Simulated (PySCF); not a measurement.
# One shape, several levels: BSiH5 (BH2(SiH3))

We compute a comparison of 6 runs (M06-2X/STO-6G, PBE0/STO-6G, wB97X-V/STO-6G, UMP2/STO-6G, NEVPT2(2,2)/STO-6G, UCCSD(T)/STO-6G) of BSiH5 (BH2(SiH3)). The job is set up through a Python script.

Program for the calculation: PySCF 2.14.0.

## 1. The molecule

BSiH5 has 7 atoms, charge 0, and is taken as a singlet. As SMILES, `[H]B([H])[SiH3]`. The Si4–H7 distance was set to 2.653 Å, away from the relaxed value. At this shape a bond of the SMILES string is far longer than usual.

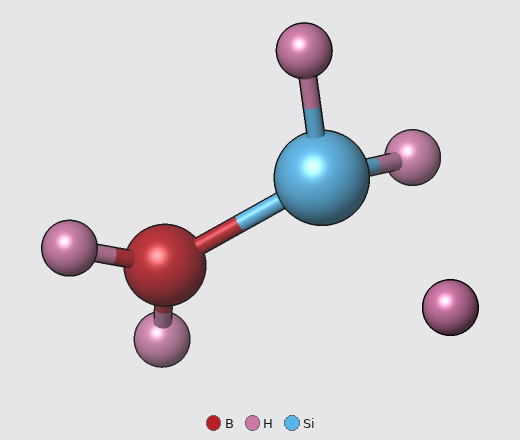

The structure, seen from a chosen angle (boron red, hydrogen pink, silicon blue).

## 2. The energy at M06-2X/STO-6G (run 1)

job.py

```python
from pyscf import gto, dft

molecule = gto.M(
    atom='''
B      0.780588     1.435873     1.100538
H      1.950188     1.474243     1.121978
H      0.224268     2.464293     1.046578
Si    -0.192632    -0.260657     1.112978
H     -1.528702    -0.208397     1.727568
H      0.485578    -1.366867     1.807648
H     -0.608990    -1.154610    -1.349820
''',
    verbose=3,
    spin=0,
    max_memory=1860,
    charge=0,
    basis='sto-6g',
)

mf = dft.RKS(molecule)
mf.xc = 'm06-2x'
mf.conv_tol = 1e-10
mf.grids.level = 5
mf.kernel()
if not mf.converged:
    mf = mf.newton().run(mf.mo_coeff, mf.mo_occ)

e_tot = mf.e_tot
print('Final energy', e_tot)
```

Command:

```sh
$ OMP_NUM_THREADS=1 python job.py
```

Log:

```text
converged SCF energy = -315.939047251842
Final energy -315.9390472518417
```

It took 3.9 s on 1 thread of Intel Xeon 6975P-C (Granite Rapids), shared host; peak memory 0.21 GiB.

## 3. A single-point energy at PBE0/STO-6G (run 2)

run.py

```python
from pyscf import gto, dft

mol = gto.M(
    atom='''
B      1.475098     2.713407     2.079715
H      3.685321     2.785916     2.120231
H      0.423805     4.656839     1.977746
Si    -0.364022    -0.492570     2.103224
H     -2.888828    -0.393813     3.264630
H      0.917609    -2.583004     3.415960
H     -1.150824    -2.181897    -2.550790
''',
    verbose=4,
    basis='sto-6g',
    unit='bohr',
    spin=0,
    max_memory=1860,
)

myscf = dft.RKS(mol, xc='pbe0')
myscf.grids.level = 5
myscf.conv_tol = 1e-10
myscf.kernel()
if not myscf.converged:
    myscf = myscf.newton().run(myscf.mo_coeff, myscf.mo_occ)

e_tot = myscf.e_tot
print('E(%s) = %.9f' % ('PBE0', e_tot))
```

Command:

```sh
$ OMP_NUM_THREADS=1 python run.py
```

Log:

```text
PySCF version 2.14.0

[... 74 lines left out ...]
converged SCF energy = -315.844611439396
E(PBE0) = -315.844611439
```

Run time: 3.9 s. Hardware: 1 thread of Intel Xeon 6975P-C (Granite Rapids), shared host; peak memory 0.2 GiB.

Runs 3 to 5 aren't shown in full; the table further down has their settings and results.

## 4. A single-point energy at UCCSD(T)/STO-6G (run 6)

run.py

```python
from pyscf import gto, cc

mol = gto.Mole()
mol.atom = [
    ('B', (0.780588, 1.435873, 1.100538)),
    ('H', (1.950188, 1.474243, 1.121978)),
    ('H', (0.224268, 2.464293, 1.046578)),
    ('Si', (-0.192632, -0.260657, 1.112978)),
    ('H', (-1.528702, -0.208397, 1.727568)),
    ('H', (0.485578, -1.366867, 1.807648)),
    ('H', (-0.608990, -1.154610, -1.349820)),
]
mol.spin = 0
mol.basis = 'sto-6g'
mol.verbose = 3
mol.max_memory = 1860
mol.charge = 0
mol.build()

mf = mol.UHF()
mf.conv_tol = 1e-10
mf.kernel()
if not mf.converged:
    mf = mf.newton().run(mf.mo_coeff, mf.mo_occ)
for _ in range(3):
    mo, _, stable, _ = mf.stability(return_status=True)
    if stable:
        break
    mf.kernel(mf.make_rdm1(mo, mf.mo_occ))

mycc = cc.CCSD(mf, frozen=6)
mycc.kernel()
e_t = mycc.ccsd_t()
e_final = mycc.e_tot + e_t
print(f'total energy: {e_final:.8f} hartree')
```

Command:

```sh
$ OMP_NUM_THREADS=1 python run.py
```

Log:

```text
converged SCF energy = -315.157141391978  <S^2> = 3.0494718e-11  2S+1 = 1
<class 'pyscf.scf.uhf.UHF'> wavefunction has an internal instability
converged SCF energy = -315.245619865174  <S^2> = 0.90876973  2S+1 = 2.1529233
<class 'pyscf.scf.uhf.UHF'> wavefunction is stable in the internal stability analysis
E(UCCSD) = -315.3504457165156  E_corr = -0.1048258513415328
UCCSD(T) correction = -0.00271225741566758
total energy: -315.35315797 hartree
```

Run time: 0.99 s. Hardware: 1 thread of Intel Xeon 6975P-C (Granite Rapids), shared host; peak memory 0.12 GiB.

## 5. All runs side by side

```
run               level  nlc grid  integration grid  energy (Eh)  dipole moment (D) of the reference  HOMO energy (eV)  LUMO energy (eV)  wall time
  1       M06-2X/STO-6G         –                 5  -315.939047                                0.63             -5.19              0.41      3.9 s
  2         PBE0/STO-6G         –                 5  -315.844611                                0.59             -4.45             -0.57      3.9 s
  3      wB97X-V/STO-6G         1                 5  -315.945864                                0.87             -6.36              1.61       27 s
  4         UMP2/STO-6G         –                 –  -315.310757                                0.55             -6.76              5.11     0.79 s
  5  NEVPT2(2,2)/STO-6G         –                 –  -315.329213                                1.44             -5.76              3.33     0.78 s
  6     UCCSD(T)/STO-6G         –                 –  -315.353158                                0.55             -6.76              5.11     0.99 s
```

## 6. Results

| quantity | value |
| --- | --- |
| run 6: total energy | -315.35316 Eh |
| run 6: dipole moment (Hartree–Fock density) | 0.55 D |
| run 6: HOMO energy (Hartree–Fock orbitals) | -6.76 eV |
| run 6: LUMO energy (Hartree–Fock orbitals) | 5.11 eV |
| run 6: HOMO–LUMO gap (Hartree–Fock orbitals) | 11.87 eV |
| run 6: correlation energy (6 core orbitals frozen) | -107.5 mEh |
| run 6: (T) correction | -2.71 mEh |
| run 6: ⟨S²⟩ of the reference determinant | 0.909 |
| run 6: T1 diagnostic | 0.051 |

In words: Over runs 1, 2, 3 the dipole moment (its size) runs from 0.59 D (PBE0/STO-6G) to 0.87 D (wB97X-V/STO-6G). Over runs 1, 2, 3 the HOMO–LUMO gap runs from 3.87 eV (PBE0/STO-6G) to 7.97 eV (wB97X-V/STO-6G). Totals of different functionals can't be ranked against each other. In runs 1, 2, 3, 4, 5, 6 the basis is minimal, so the values are rough. Spin contamination of the reference: run 4 ⟨S²⟩ = 0.91, run 6 ⟨S²⟩ = 0.91. Where it is this large, the reference is a mixture of spin states, and values that rest on it are in doubt. All runs together took 38 s, the longest 27 s.
